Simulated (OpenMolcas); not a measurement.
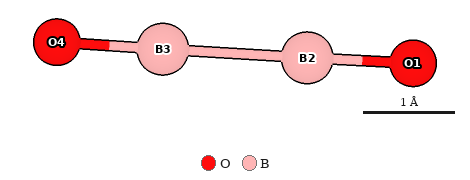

Fig. 1: The structure (ball-and-stick view, seen at a tilt; atoms are numbered from 1 in the order of the input). Bond lengths as drawn: B–B 1.62 Å and B–O 1.19 Å.

Single-point calculation of B2O2

System: B2O2 (diboron dioxide), SMILES O=BB=O.
Method: HF/ANO-R3, RHF, sfX2C (OpenMolcas 26.06).

The geometry comes from this level: GFN2-xTB.

The input:
```
* B2O2 Hartree-Fock
&gateway
coord
4
angstrom
O       -0.733460       0.451810       1.802120
B       -0.300580       0.189000       0.727450
B        0.295060      -0.182970      -0.731290
O        0.738970      -0.457840      -1.798280
basis = ANO-R3
group = NoSym
ricd
cdthreshold = 1e-05
&seward
&scf
prorbitals = 0
```

Machine: 1 thread of Intel Xeon (Sapphire Rapids), 64 GiB of memory available, shared host.

Launch command:
```bash
export MOLCAS_MEM=1860
pymolcas job.input > job.log
```

What the program printed:
```
--- Start Module: gateway ---

                                              &GATEWAY

                       available to each process: 1.9 GB of memory, 1 thread

++    Symmetry information:
      ---------------------

                    Character Table for C1

                             E
                    a        1  x, y, xy, Rz, z, xz, Ry, yz, Rx, I
--

++    Basis set information:
      ----------------------

      Basis set label: O.ANO-R...4S4P2D1F.

      Electronic valence basis set:
      ------------------
      Associated Effective Charge   8.000000 au
      Associated Actual Charge      8.000000 au
      Nuclear Model: Finite nucleus - Gaussian distribution
        Gaussian exponent, Xi/bohr**(-2):  5.86314E+08

      Shell  nPrim  nBasis  Cartesian Spherical Contaminant
         s      13       4        X
         p       8       4        X
         d       4       2                 X
         f       3       1                 X

      Basis set label: B.ANO-R...4S4P2D1F.

      Electronic valence basis set:
      ------------------
      Associated Effective Charge   5.000000 au
      Associated Actual Charge      5.000000 au
      Nuclear Model: Finite nucleus - Gaussian distribution
        Gaussian exponent, Xi/bohr**(-2):  7.11787E+08

      Shell  nPrim  nBasis  Cartesian Spherical Contaminant
         s      12       4        X
         p       7       4        X
         d       3       2                 X
         f       2       1                 X

      Basis set label: O.ANO-R...4S4P2D1F.

      Electronic valence basis set:
      ------------------
      Associated Effective Charge   8.000000 au
      Associated Actual Charge      8.000000 au
      Nuclear Model: Finite nucleus - Gaussian distribution
        Gaussian exponent, Xi/bohr**(-2):  5.86314E+08

      Shell  nPrim  nBasis  Cartesian Spherical Contaminant
         s      13       4        X
         p       8       4        X
         d       4       2                 X
         f       3       1                 X
--

++    Molecular structure info:
      -------------------------

                    ************************************************
                    **** Cartesian Coordinates / bohr, angstrom ****
                    ************************************************

     Center  Label                x              y              z                     x              y              z
        1      O1              -1.386039       0.853797       3.405513             -0.733460       0.451810       1.802120
        2      B2              -0.568014       0.357158       1.374681             -0.300580       0.189000       0.727450
        3      B3               0.557583      -0.345763      -1.381938              0.295060      -0.182970      -0.731290
        4      O4               1.396451      -0.865192      -3.398257              0.738970      -0.457840      -1.798280

                    ***************************************
                    *    InterNuclear Distances / bohr    *
                    ***************************************

               1 O1            2 B2            3 B3            4 O4
    1 O1       0.000000
    2 B2       2.245015        0.000000
    3 B3       5.304366        3.059414        0.000000
    4 O4       7.549070        5.304168        2.244782        0.000000

                    *******************************************
                    *    InterNuclear Distances / angstrom    *
                    *******************************************

               1 O1            2 B2            3 B3            4 O4
    1 O1       0.000000
    2 B2       1.188011        0.000000
    3 B3       2.806949        1.618972        0.000000
    4 O4       3.994796        2.806845        1.187888        0.000000
--

            Nuclear Potential Energy             67.36791205 au

--- Stop Module: gateway /rc=_RC_ALL_IS_WELL_ ---

--- Start Module: seward ---

                                              &SEWARD

                       available to each process: 1.9 GB of memory, 1 thread

               SEWARD will generate:
                  Multipole Moment integrals up to order  2
                  Kinetic Energy integrals
                  Nuclear Attraction integrals (finite nuclei - Gaussian type)
                  One-Electron Hamiltonian integrals
                  Velocity integrals
                  Relativistic X2C integrals
                  Orbital angular momentum around (  0.0010  -0.0011   0.0007 )
                  Velocity quadrupole around (  0.0010  -0.0011   0.0007 )
                  Atomic mean-field integrals
                  RI decomposed two-electron repulsion integrals stored Cholesky style
                   - acCD auxiliary basis
                   - CD Threshold:   1.00E-05

                   Integrals are discarded if absolute value <: 1.00E-14
                   Integral cutoff threshold is set to       <: 1.00E-16

            Nuclear Potential Energy             67.36791205 au

      Basis set specifications :
      Symmetry species         a
      Basis functions          132

--- Stop Module: seward /rc=_RC_ALL_IS_WELL_ ---
--- Module seward spent 4 seconds ---

--- Start Module: scf ---

                                                &SCF

                       available to each process: 1.9 GB of memory, 1 thread

++    Input section:
      --------------

      Header of the integral files:

      Cartesian coordinates in angstrom:
      -----------------------------------------------------
      No.  Label        X            Y            Z
      -----------------------------------------------------
       1   O1        -0.73346000   0.45181000   1.80212000
       2   B2        -0.30058000   0.18900000   0.72745000
       3   B3         0.29506000  -0.18297000  -0.73129000
       4   O4         0.73897000  -0.45784000  -1.79828000
      -----------------------------------------------------
      Nuclear repulsion energy =   67.36791205
--

++    Orbital specifications:
      -----------------------

      Symmetry species               1
                                     a
      Frozen orbitals                0
      Occupied orbitals             13
      Secondary orbitals           119
      Deleted orbitals               0
      Total number of orbitals     132
      Number of basis functions    132
--

      Molecular charge                           0.000

++    Optimization specifications:
      ----------------------------

      SCF Algorithm: LK-RI/DF
      LK screening threshold:                     4.50E-02
      Local-Exchange (LK) algorithm.
       - the density matrix is decomposed
      The actual AO density is used
      Number of density matrices in core                 5
      Maximum number of NDDO SCF iterations            400
      Maximum number of HF SCF iterations              400
      Threshold for SCF energy change             1.00E-09
      Threshold for density matrix                1.00E-04
      Threshold for Fock matrix                   1.50E-04
      Threshold for linear dependence             1.00E-09
      Threshold at which DIIS is turned on        1.50E-01
      Maximum depth in the DIIS procedure                5
      Maximum depth in the BFGS Hessian update          30
      Threshold at which QNR/C2DIIS is turned on  7.50E-02
      Threshold for Norm(delta) (QNR/C2DIIS)      1.00E-03
      All orbitals punched on: SCFORB
--

      Input vectors read from INPORB
      Orbital file label: *Guess orbitals

++ Convergence information
                                   SCF        iterations: Energy and convergence statistics

Iter     Tot. SCF        One-elec.       Two-elec.     Energy      Max Dij or  Max Fij      DNorm      TNorm      AccCon     Time
         Energy          Energy          Energy        Change      Delta Norm                                                in Sec.
   1  -198.881378148  -404.854145063   138.604854869   0.00E+00    3.02E-01*   1.77E-01*    6.82E+00   1.14E+02   None         0.
   2  -199.239345147  -404.528164786   137.920907592  -3.58E-01*   3.17E-01*   1.27E-01*    7.01E+00   1.15E+02   EDIIS        0.
   3  -199.278475933  -408.591771916   141.945383937  -3.91E-02*   2.75E-02*   5.46E-02*    6.99E+00   1.16E+02   EDIIS        0.
   4  -199.380827734  -406.037024342   139.288284561  -1.02E-01*   1.11E-02*   6.18E-03*    6.97E+00   1.15E+02   c2DIIS       0.
   5  -199.382424583  -406.393941642   139.643605012  -1.60E-03*   3.79E-03*   1.29E-03*    6.95E+00   1.15E+02   QNRc2DIIS    0.
   6  -199.382461041  -406.365419194   139.615046107  -3.65E-05*   2.69E-03*   5.23E-04*    6.95E+00   1.15E+02   QNRc2DIIS    0.
   7  -199.382465500  -406.381274524   139.630896978  -4.46E-06*   6.55E-04    2.67E-04*    6.95E+00   1.15E+02   QNRc2DIIS    0.
   8  -199.382466656  -406.375685109   139.625306406  -1.16E-06*   1.08E-04    3.80E-05     6.95E+00   1.15E+02   QNRc2DIIS    0.
   9  -199.382466687  -406.375525748   139.625147015  -3.10E-08*   5.22E-05    1.27E-05     6.95E+00   1.15E+02   QNRc2DIIS    0.
  10  -199.382466691  -406.375701968   139.625323231  -3.75E-09*   5.28E-06    2.51E-06     6.95E+00   1.15E+02   QNRc2DIIS    0.
  11  -199.382466691  -406.375711772   139.625333035  -6.08E-11    9.98E-07    3.18E-07     6.95E+00   1.15E+02   QNRc2DIIS    0.

       Convergence after  11 Iterations
--

 *****************************************************************************************************************************
 *                                             SCF/KS-DFT Program, Final results                                             *
 *                                                       Final Results                                                       *
 *****************************************************************************************************************************

::    Total SCF energy                               -199.3824666910
      One-electron energy                            -406.3757117722
      Two-electron energy                             139.6253330346
      Nuclear repulsion energy                         67.3679120465
      Kinetic energy (interpolated)                   200.2380293714
      Virial theorem                                    0.9957272718
      Total spin, S(S+1)                                0.0000000000
      Total spin, S                                     0.0000000000
      Max non-diagonal density matrix element           0.0000008755
      Max non-diagonal Fock matrix element              0.0000001347

      No orbitals printed

++    Molecular charges:
      ------------------

      Mulliken charges per centre
      ---------------------------

                O1      B2      B3      O4
      Total    8.3967  4.6033  4.6034  8.3966

      N-E     -0.3967  0.3967  0.3966 -0.3966

      Total electronic charge=   26.000000

      Total            charge=   -0.000000
--

++    Static properties:
      ------------------

      LoProp Charges per center

                   O1       B2       B3       O4
      Nuclear      8.0000   5.0000   5.0000   8.0000
      Electronic  -8.2688  -4.7313  -4.7313  -8.2687

      Total       -0.2688   0.2687   0.2687  -0.2687
--

++    Natural Bond Order analysis
      ---------------------------
      Based on LoProp computed density
      -------------------------------------------------------------------------------------
      Atom A       Atom B       Bond Order
      -------------------------------------------------------------------------------------
      NBO located      0.999 non-bonded electrons on atom O1
      NBO located      0.905 non-bonded electrons on atom O1
      NBO located      0.916 non-bonded electrons on atom O1
      NBO located      0.997 non-bonded electrons on atom B2
      NBO located      0.997 non-bonded electrons on atom B3
      NBO located      0.999 non-bonded electrons on atom O4
      NBO located      0.905 non-bonded electrons on atom O4
      NBO located      0.915 non-bonded electrons on atom O4
      The remaining    7.016 electrons are to be considered as diffuse
--

++    Molecular properties:
      ---------------------

      Charge (e):
                      =   -0.0000
      Dipole Moment (debye):
      Origin of the operator (angstrom)=    0.0005   -0.0006    0.0004
                   X= -2.9624E-02               Y=  3.2444E-02               Z= -2.0980E-02           Total=  4.8686E-02
      Quadrupole Moment (debye*angstrom):
      Origin of the operator (angstrom)=    0.0005   -0.0006    0.0004
                  XX= -2.1928E+01              XY=  1.3814E+00              XZ=  5.4810E+00              YY= -2.0537E+01
                  YZ= -3.3766E+00              ZZ= -3.3082E+01
      In traceless form (debye*angstrom)
                  XX=  4.8814E+00              XY=  2.0721E+00              XZ=  8.2215E+00              YY=  6.9685E+00
                  YZ= -5.0649E+00              ZZ= -1.1850E+01
--

--- Stop Module: scf /rc=_RC_ALL_IS_WELL_ ---
--- Module scf spent 4 seconds ---

.##################.
.# Happy landing! #.
.##################.

    Timing: Wall=9.29 User=8.67 System=0.57
```

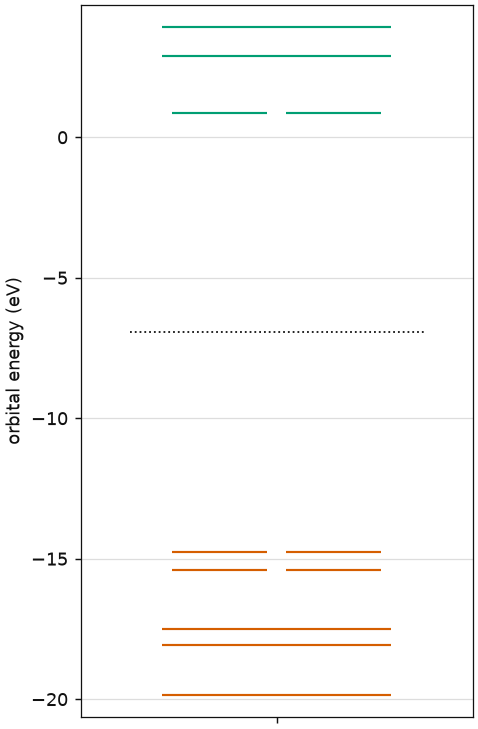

Fig. 2: Orbital energies near the frontier; the dotted line parts filled from empty levels, and levels within 0.02 eV of each other stand side by side. Highest filled −14.77 eV, lowest empty 0.87 eV, 15.64 eV apart.

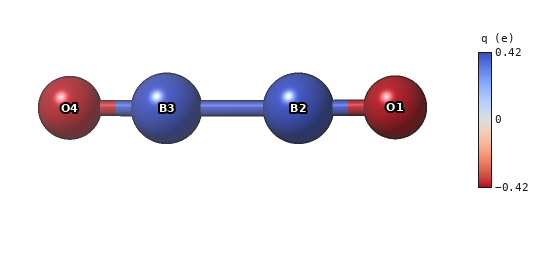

Fig. 3: Mulliken charges, as the colour of each atom (ball-and-stick view, seen on its broad side; atoms are numbered from 1 in the order of the input). By element: O −0.40 and B +0.40 e.

Summary:

```json
{"quantity": "outcome", "value": "converged"}
{"quantity": "total energy", "value": "−199.382467 hartree"}
{"quantity": "basis functions", "value": "132"}
{"quantity": "HOMO", "value": "−14.77 eV"}
{"quantity": "LUMO", "value": "0.87 eV"}
{"quantity": "dipole moment", "value": "0.05 debye"}
{"quantity": "wall time", "value": "9.6 s"}
{"quantity": "peak memory", "value": "0.12 GiB"}
```
